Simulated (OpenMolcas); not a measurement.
AsF$_{3}$: single-point calculation (part 2 of 2)

The same run, continued: AsF$_{3}$ (arsenic trifluoride); CASPT2/ANO-RCC-VDZP, DKH2 (OpenMolcas 26.06). The geometry comes from this level: GFN2-xTB.

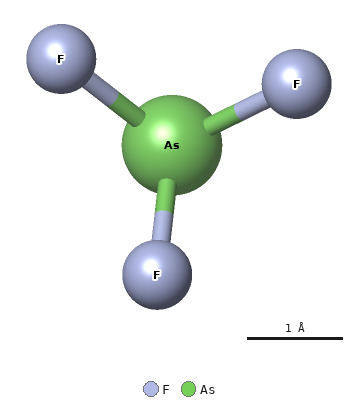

*The input geometry (ball-and-stick view, seen on its broad side).*

**What the program printed, continued**
```
      ************************************************************************************************************************
      *                                                    Final results                                                     *
      ************************************************************************************************************************

++    Final optimization conditions:
      ------------------------------

      Average CI energy                           -2557.71520350
      RASSCF energy for state  1                  -2557.71520350
      Super-CI energy                                -0.00000000
      RASSCF energy change                           -0.00000000
      Max change in MO coefficients               1.448E-05
      Max non-diagonal density matrix element    -1.288E-05
      Maximum BLB matrix element                  7.862E-07
      (orbital pair  20,  52 in symmetry   1)
      Norm of electronic gradient            2.999E-06
--

      Final state energy(ies):
      ------------------------

::    RASSCF root number  1 Total energy:  -2557.71520350
      Von Neumann Entropy (Root   1) =  0.19643

      Mulliken population analysis for root number:  1
      -----------------------------------------------

++    Molecular charges:
      ------------------

      Mulliken charges per centre
      ---------------------------

                F1      AS2     F3      F4
      Total    9.4604 31.6600  9.4198  9.4598

      N-E     -0.4604  1.3400 -0.4198 -0.4598

      Total electronic charge=   60.000000

      Total            charge=   -0.000000
--

      Expectation values of various properties for root number:  1
      -----------------------------------------------------------

++    Molecular properties:
      ---------------------

      Charge (e):
                      =   -0.0000
      Dipole Moment (debye):
      Origin of the operator (angstrom)=   -0.2091   -0.2070   -0.0569
                   X= -2.4197E+00               Y= -2.6754E+00               Z= -7.2076E-01           Total=  3.6786E+00
      Quadrupole Moment (debye*angstrom):
      Origin of the operator (angstrom)=   -0.2091   -0.2070   -0.0569
                  XX= -3.3595E+01              XY=  1.0937E+00              XZ=  3.3448E-01              YY= -3.3946E+01
                  YZ=  3.6522E-01              ZZ= -3.5204E+01
      In traceless form (debye*angstrom)
                  XX=  9.8040E-01              XY=  1.6406E+00              XZ=  5.0172E-01              YY=  4.5314E-01
                  YZ=  5.4784E-01              ZZ= -1.4335E+00
--

      LoProp population analysis for root number:  1
      -----------------------------------------------

++    LoProp analysis:
      ----------------

++    Static properties:
      ------------------

      LoProp Charges per center

                   F1       AS2      F3       F4
      Nuclear      9.0000  33.0000   9.0000   9.0000
      Electronic  -9.5327 -31.4392  -9.4956  -9.5325

      Total       -0.5327   1.5608  -0.4956  -0.5325
--

      Natural Bond Order analysis for root number:  1

++    Natural Bond Order analysis
      ---------------------------
      Based on LoProp computed density
      -------------------------------------------------------------------------------------
      Atom A       Atom B       Bond Order
      -------------------------------------------------------------------------------------
      NBO located      1.000 non-bonded electrons on atom F1
      NBO located      0.986 non-bonded electrons on atom F1
      NBO located      0.990 non-bonded electrons on atom AS2
      NBO located      0.999 non-bonded electrons on atom AS2
      NBO located      0.999 non-bonded electrons on atom AS2
      NBO located      0.999 non-bonded electrons on atom AS2
      NBO located      0.999 non-bonded electrons on atom AS2
      NBO located      0.999 non-bonded electrons on atom AS2
      NBO located      0.999 non-bonded electrons on atom AS2
      NBO located      0.999 non-bonded electrons on atom AS2
      NBO located      1.000 non-bonded electrons on atom AS2
      NBO located      1.000 non-bonded electrons on atom AS2
      NBO located      1.000 non-bonded electrons on atom AS2
      NBO located      1.000 non-bonded electrons on atom AS2
      NBO located      1.000 non-bonded electrons on atom AS2
      NBO located      1.000 non-bonded electrons on atom AS2
      NBO located      1.000 non-bonded electrons on atom F3
      NBO located      0.996 non-bonded electrons on atom F3
      NBO located      0.988 non-bonded electrons on atom F3
      NBO located      1.000 non-bonded electrons on atom F4
      NBO located      0.991 non-bonded electrons on atom F4
      The remaining    9.365 electrons are to be considered as diffuse
--

--

      Average orbitals are written to the RASORB file
      Natural orbitals for root   1 are written to the RASORB.1 file
      Spin density orbitals for root   1 are written to the SPDORB.1 file

--- Stop Module: rasscf /rc=_RC_ALL_IS_WELL_ ---
--- Module rasscf spent 2 seconds ---

--- Start Module: caspt2 ---

                                              &CASPT2

                       available to each process: 1.9 GB of memory, 1 thread

++    Wave function specifications:
      -----------------------------

      Number of closed shell electrons          22
      Number of electrons in active shells       4
      Max number of holes in RAS1 space          0
      Max number of electrons in RAS3 space      0
      Number of inactive orbitals               11
      Number of active orbitals                  4
      Number of secondary orbitals              37
      Spin quantum number                      0.0
      State symmetry                             1
      Number of CSFs                            20
      Number of CASSCF root(s) available         1
      CASPT2 state passed to geometry opt.       1
      A file JOBMIX will be created
      This is a CASSCF or RASSCF reference function
--

++    Orbital specifications:
      -----------------------

      Symmetry species                           1
                                                 a
      Frozen orbitals                           17
      Inactive orbitals                         11
      Active orbitals                            4
      Secondary orbitals                        37
      Deleted orbitals                           0
      Number of basis functions                 69
--

++    CASPT2 specifications:
      ----------------------

      Type of calculation                        SS-CASPT2
      Fock operator                              state-specific
      IPEA shift                                 0.25
      Real shift                                 0.00
      Imaginary shift                            0.20
      The input orbitals will be transformed to quasi-canonical
--

--------------------------------------------------------------------------------
 Estimated memory requirements:
  POLY3 :                   250840
  RHS:                      317282
  SIGMA :                   373728
  PRPCTL:                        0
 Available workspace:    232487655

++ CASPT2 computation for group   1

********************************************************************************
 Multi-State initialization phase begins for group   1
--------------------------------------------------------------------------------
********************************************************************************
 Compute H0 matrices for state    1
--------------------------------------------------------------------------------
--------------------------------------------------------------------------------
 H0 matrices have been computed.

********************************************************************************
  CASPT2 EQUATION SOLUTION
--------------------------------------------------------------------------------

  Total nr of CASPT2 parameters:
   Before reduction:      189284
   After  reduction:      186765

 Variance of |WF0>:       3.0846933752

 The contributions to the second order correlation energy in atomic units.
-----------------------------------------------------------------------------------------------------------------------------
  IT.      VJTU        VJTI        ATVX        AIVX        VJAI        BVAT        BJAT        BJAI        TOTAL       RNORM
-----------------------------------------------------------------------------------------------------------------------------
   1    -0.001318   -0.002594   -0.003920   -0.051632   -0.040628   -0.014557   -0.053428   -0.486082   -0.654158    0.021735
   2    -0.001389   -0.002723   -0.004062   -0.053187   -0.041217   -0.014805   -0.053789   -0.486866   -0.658039    0.003519
   3    -0.001400   -0.002728   -0.004071   -0.053222   -0.041164   -0.014815   -0.053715   -0.486755   -0.657870    0.000814
   4    -0.001402   -0.002730   -0.004070   -0.053203   -0.041147   -0.014811   -0.053701   -0.486725   -0.657790    0.000168
   5    -0.001402   -0.002730   -0.004070   -0.053202   -0.041148   -0.014810   -0.053704   -0.486727   -0.657794    0.000035
   6    -0.001402   -0.002730   -0.004070   -0.053202   -0.041148   -0.014810   -0.053705   -0.486729   -0.657797    0.000007
   7    -0.001402   -0.002730   -0.004070   -0.053202   -0.041148   -0.014810   -0.053705   -0.486729   -0.657797    0.000002
-----------------------------------------------------------------------------------------------------------------------------

  FINAL CASPT2 RESULT:

      Reference energy:       -2557.7152035000
      E2 (Non-variational):      -0.6577968723
      Shift correction:          -0.0021741281
      E2 (Variational):          -0.6599710004
      Total energy:           -2558.3751745004
      Residual norm:              0.0000003426
      Reference weight:           0.85181

      Contributions to the CASPT2 correlation energy
      Active & Virtual Only:         -0.0188802986
      One Inactive Excited:          -0.1083093666
      Two Inactive Excited:          -0.5306072071

++ Denominators, etc.
--------------------------------------------------------------------------------------------------------------
 Report on small energy denominators, large coefficients, and large energy contributions.
CASE  SYMM ACTIVE-MIX  NON-ACTIVE INDICES          DENOMINATOR     RHS VALUE       COEFFICIENT     CONTRIBUTION
AIVX     1  Mu1.0008  In1.026 Se1.039               2.54730254     -0.06831507      0.02752687     -0.00188050
--

   (Skipping property calculation,
    use PROP keyword to activate)
--

  Total CASPT2 energies:
::    CASPT2 Root  1     Total energy:  -2558.37517450

  A NEW JOBIPH FILE NAMED 'JOBMIX' IS PREPARED.
********************************************************************************
--- Stop Module: caspt2 /rc=_RC_ALL_IS_WELL_ ---
--- Module caspt2 spent 1 second ---

.##################.
.# Happy landing! #.
.##################.

    Timing: Wall=15.29 User=13.51 System=1.19
```

The run was set up as follows.

**Input file**
```
&GATEWAY
 Coord=mol.xyz
 Basis=ANO-RCC-VDZP
 Group=NoSym

&SEWARD

&RASSCF
 FileOrb=$CurrDir/step2.RasOrb
 Spin=1
 Nactel=4 0 0
 Inactive=28
 Ras2=4
 OrbListing=Nothing
 OrbAppear=Compact

&CASPT2
 Imaginary=0.2
```

**File mol.xyz**
```
4

F     -0.422490     0.400770     1.336680
As    -0.493240    -0.488210    -0.134190
F      1.191490    -0.833320    -0.106760
F     -0.275770     0.920760    -1.095730
```

Command:
```bash
export MOLCAS_MEM=1860
pymolcas step3.input > step3.log
```

**Results in brief**

| quantity | value |
| --- | --- |
| outcome | converged |
| total energy | −2558.375174 hartree |
| CASSCF energy | −2557.715203 hartree |
| basis functions | 69 |
| hardware | 1 thread of Intel Xeon @ 2.50GHz (Skylake/Cascade Lake), 16 GiB of memory available, shared host |
| wall time | 16 s |
| peak memory | 0.46 GiB |
